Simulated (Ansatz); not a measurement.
# Calculations on BH₃OCl₂

Part 1: Relaxation

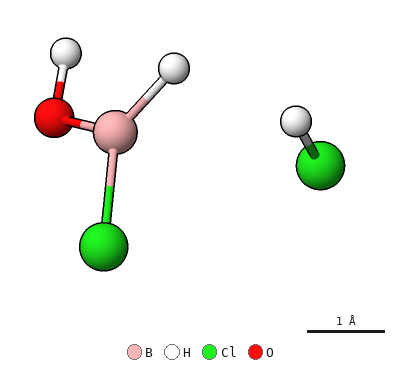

This is the input geometry for a relaxation of BH₃OCl₂. Style: ball-and-stick. Shown from a free direction.

The run prepares an end point of a later path (reaction) calculation, from a guessed geometry.

Level of theory: Ansatz 0.2.0, RKS PBE0-D4/def2-SVP.

Input file:
```yaml
crystal:
  periodic: [false, false, false]
  atoms:
    - { symbol: B, position_ang: [0.068061, -0.349659, -0.080918] }
    - { symbol: H, position_ang: [0.075849, -0.463034, 1.113331] }
    - { symbol: Cl, position_ang: [1.607555, -0.349971, -0.921601] }
    - { symbol: O, position_ang: [-1.057685, -0.304494, -0.802203] }
    - { symbol: H, position_ang: [-1.855854, -0.299786, -0.263946] }
    - { symbol: Cl, position_ang: [0.031829, 2.472528, 1.116058] }
    - { symbol: H, position_ang: [0.446845, 1.299416, 1.587478] }
basis:
  gaussian: { orbitals: def2-SVP }
hamiltonian:
  xc: pbe0
  dispersion: d4
relax:
  f_tol: 0.03
  max_steps: 50
```

Command:
```bash
ansatz run input.yaml --threads 1 --pin off --max-ram 2048MiB --backend cpu --events-out ev --progress --plain --runs-dir out
```

Question: What does the optimiser find from here?

Answer: Over 13 accepted moves (15 points after the start) the energy falls by 3.96 kcal/mol. Largest force component: 1.1 eV/Å at the start, 0.02 eV/Å at the end. The line search rejected the trial steps at points 7, 13 of the run. H7 moves most after the best rigid fit: 1.10 Å. By element the largest moves are H 1.10 Å, Cl 0.51 Å, B 0.24 Å, O 0.05 Å. Among the contacts that change: Cl6–H7 1.331 → 1.291 Å, B1–Cl3 1.754 → 1.773 Å, B1–H2 1.200 → 1.204 Å.

Final geometry:

```xyz
7

B    -0.0819   -0.5165    0.0108
H    -0.2055   -1.0325    1.0916
Cl    1.5436   -0.0569   -0.5291
O    -1.0914   -0.2882   -0.8341
H    -1.9475   -0.5475   -0.4751
Cl    0.1108    2.5177    1.6130
H     0.9885    1.9290    0.8711
```

The end point in the same view:

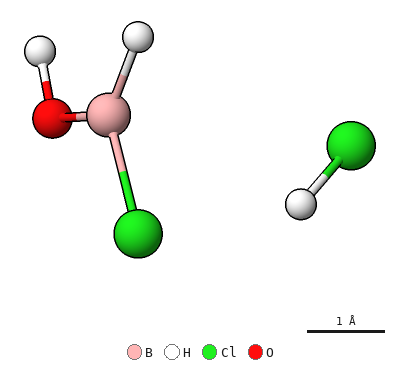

Part 2: Relaxation

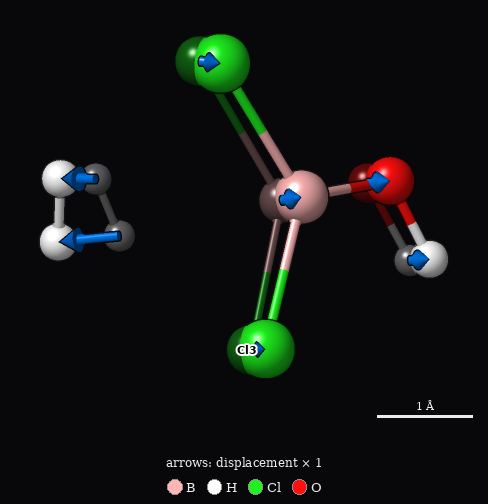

This is a relaxation of BH3OCl2. The starting structure is drawn faded, the final one solid; blue arrows show the displacements, at their true length. The two geometries are superimposed by the best rigid fit.

A ball-and-stick model, seen from a free direction.

The run prepares an end point of a later path (reaction) calculation, from a guessed geometry.

Method: RKS PBE0-D4/def2-SVP in Ansatz. (no spin polarisation; force threshold 0.03 eV/Å; at most 50 steps)

Q: Which element moves most?

A: Hydrogen: up to 0.73 Å, against 0.28 Å for oxygen.

Q: What did the optimiser do to the structure, and how much energy did it gain?

A: The energy falls by 19.3 kJ/mol in 12 accepted moves (15 points after the start). Largest force component: 1.8 eV/Å at the start, 0.029 eV/Å at the end. The line search rejected the trial steps at points 4, 9, 11 of the run. An H atom moves most after the best rigid fit: 0.73 Å. Largest moves by element: H 0.73 Å, O 0.28 Å, B 0.25 Å, Cl 0.24 Å. Among the contacts that change: B–Cl 1.819 → 1.751 Å, H–H 0.718 → 0.762 Å, B–Cl 1.759 → 1.766 Å, B–O 1.334 → 1.338 Å. The run took 49 s on 1 thread of Intel(R) Xeon(R) Platinum 8259CL CPU @ 2.50GHz (Skylake/Cascade Lake), on a shared host, peak memory 0.18 GiB.

Limits of the set-up: the start holds two separate molecules, 2.4 Å apart at their closest, whose relative position is a soft coordinate.

Part 3: Path

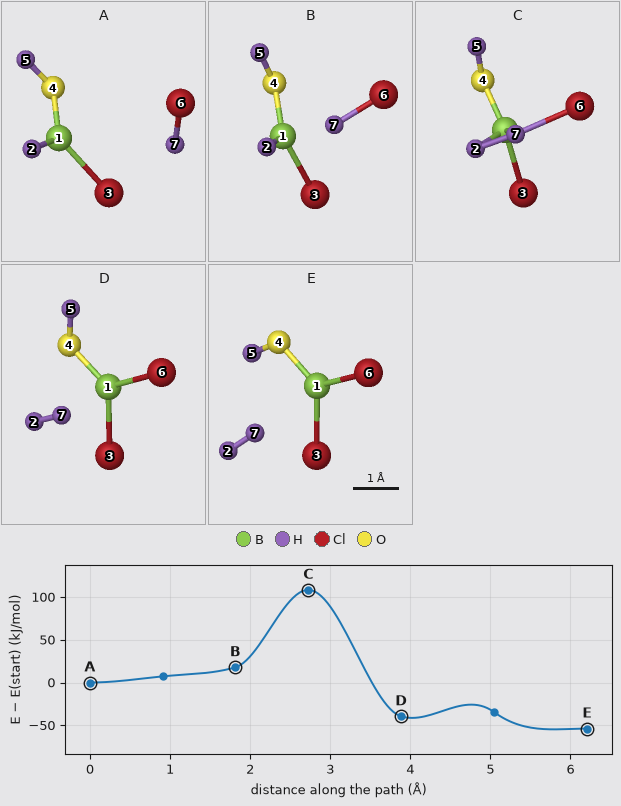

A search for the minimum-energy path of BH3OCl2, made up at the start of BH₂OCl and HCl by the nudged elastic band. Images are numbered from 0 (start) to 6 (end). Frames A to E are images 0, 2, 3, 4, 6. A ball-and-stick model, seen at a tilt.

Computed with RKS PBE0-D4/def2-SVP in Ansatz 0.2.0. Set-up: 5 movable images; climbing image; force threshold 0.03 eV/Å; iteration limit 60; starting path through a guess of the saddle point.

What happens along the path, and what is the barrier?

The energy climbs by 108.3 kJ/mol to image 3 and then falls by 162.2 kJ/mol, so the end point sits at −53.8 kJ/mol. The path has more than one stage, and so few images may leave a stage unresolved. Breaking: B1–H2 (1.20 → 1.34 at the top → 3.35 Å), Cl6–H7 (1.29 → 1.58 at the top → 3.13 Å). Forming: B1–Cl6 (3.44 → 2.17 at the top → 1.75 Å), H2–H7 (3.20 → 1.02 at the top → 0.76 Å). The band converged in 37 iterations. The largest component of the band force went from 27 to 0.027 eV/Å. The climbing image converged on the top of the path. Its vibrational analysis gives one imaginary mode (878i cm⁻¹), as a transition state must have.

Limits of the set-up: the start holds two separate molecules, 2.5 Å apart at their closest, whose relative position is a soft coordinate.

The run took 8.6 min on 1 thread of Intel(R) Xeon(R) Platinum 8259CL CPU @ 2.50GHz (Skylake/Cascade Lake) (shared host), peak memory 0.18 GiB.
